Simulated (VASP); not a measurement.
Band structure of HfB2 (AlB2 type). All values below come from LDA (Ceperley-Alder, Perdew-Zunger) with spin-orbit coupling, VASP's LDA PAW potentials (set 64) (plane waves; VASP 6.6.1).

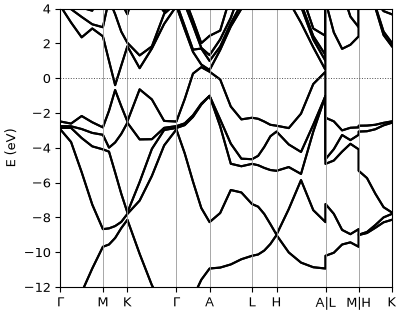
Fig. 1. Bands along high-symmetry lines, zero at the valence-band maximum or, without a gap, the Fermi level

**Question.** Read the plot: is there a gap, and where are the band edges?

**Answer.** It has no gap at this level: it comes out as a metal or semimetal.

The compound is HfB2 in the AlB2 type structure. It was relaxed first.
